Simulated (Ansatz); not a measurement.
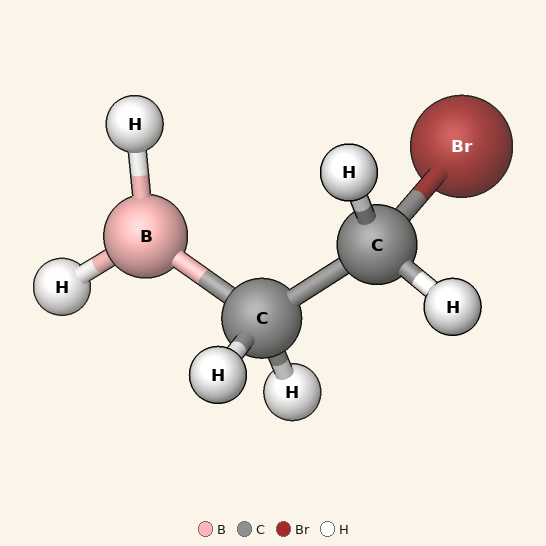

Ball-and-stick drawing of a structure.

The computed structure is the end point of a PBE0-D4/def2-TZVP optimisation. No frequency run is at hand to confirm it as a minimum.

Question: What is the molecular formula?

Answer: C₂H₆BBr, 10 atoms: 2 carbon, 6 hydrogen, 1 boron and 1 bromine.

Question: Give a SMILES string for it.

Answer: BCCBr

More results for the same structure follow; atom numbers are the same in all pictures, views and colours differ.

## Symmetry

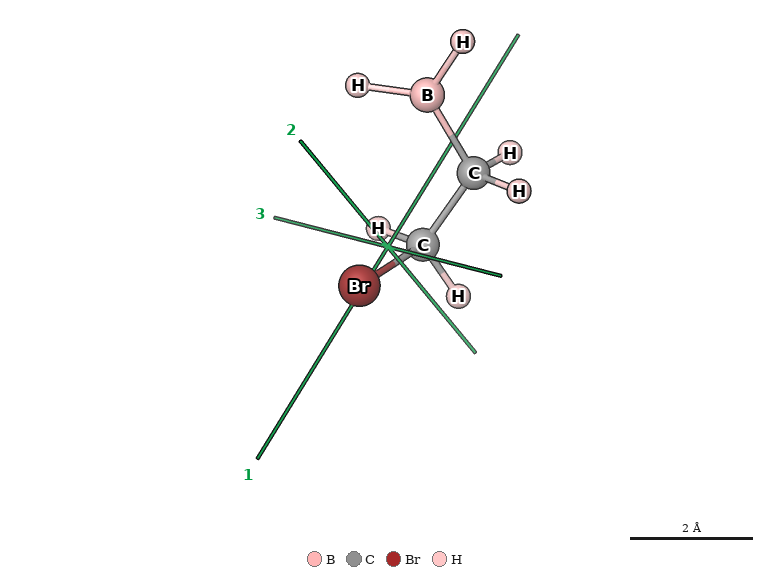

The three principal axes of inertia are drawn and numbered. Atoms fade into the background with distance from the viewer. No frequency run is at hand to confirm it as a minimum. Masses are those of the most abundant isotopes; constants are for the rigid equilibrium geometry.

Question: Which line is the a axis (least moment of inertia), which b and which c?

Answer: a is line 1, b is line 2, c is line 3; the moments are 45.0, 210, 237 u Å².

Question: What kind of rotor is it, and what are its rotational constants in GHz?

Answer: An asymmetric top (C1): A = 11.2, B = 2.41, C = 2.14 GHz. Ray's parameter κ is −0.94, close to the prolate limit.

## Dipole moment

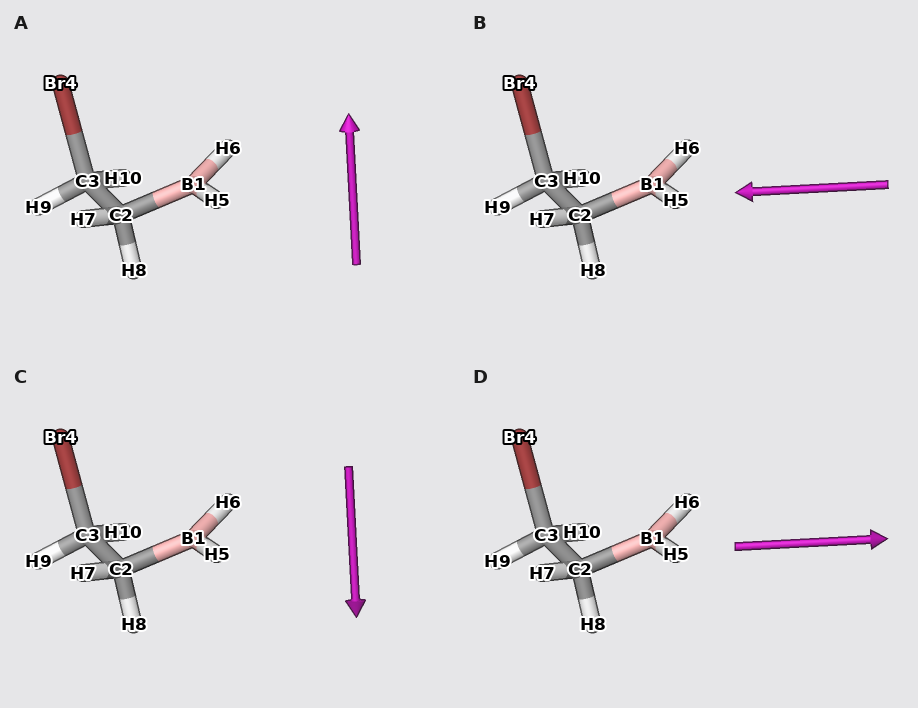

The same molecule four times, each with an arrow. No frequency run is at hand to confirm it as a minimum. Properties computed with RKS r2SCAN-D4/def2-TZVPP (Ansatz 0.2.0).

Question: Which arrow points along the dipole moment, from the negative to the positive end?

Answer: C. The dipole moment is 2.31 D; it points from the side of Br4 to the side of H8 (the outermost atoms at the two ends).

## Levels of theory compared

No frequency run is at hand to confirm it as a minimum. Program: Ansatz 0.2.0.

Tabulate HOMO–LUMO gap (eV) at these levels: B3LYP-D4/def2-TZVPP; PBE-D4/def2-TZVPP; PBE0-D4/def2-TZVPP; r2SCAN-D4/def2-TZVPP; ωB97M-V/def2-TZVPP; ωB97X-V/def2-TZVPP.

```csv
level,HOMO–LUMO gap (eV)
B3LYP-D4/def2-TZVPP,5.89
PBE-D4/def2-TZVPP,4.06
PBE0-D4/def2-TZVPP,6.37
r2SCAN-D4/def2-TZVPP,4.75
ωB97M-V/def2-TZVPP,10.58
ωB97X-V/def2-TZVPP,10.99
```

## Charges

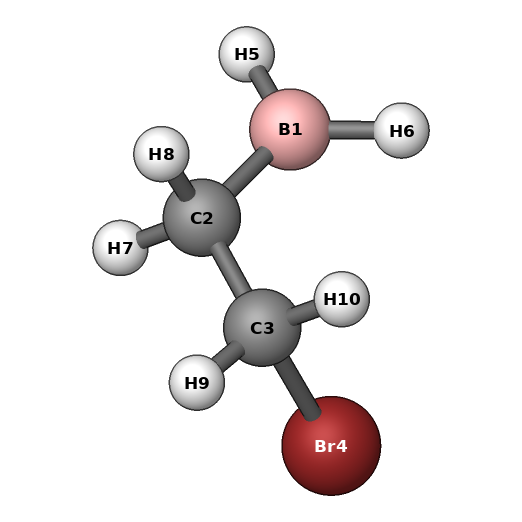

The questions are on Mulliken charges. No frequency run is at hand to confirm it as a minimum. Level of theory: RKS B3LYP-D4/def2-TZVPP (Ansatz 0.2.0).

Give the Mulliken charges atom by atom.

```
atom  value (e)
  B1      −0.08
  C2      −0.15
  C3      −0.15
 Br4      −0.15
  H5       0.04
  H6       0.04
  H7       0.10
  H8       0.07
  H9       0.14
 H10       0.13
```

Mulliken values depend strongly on the basis set and can even reverse the polarity of a bond.
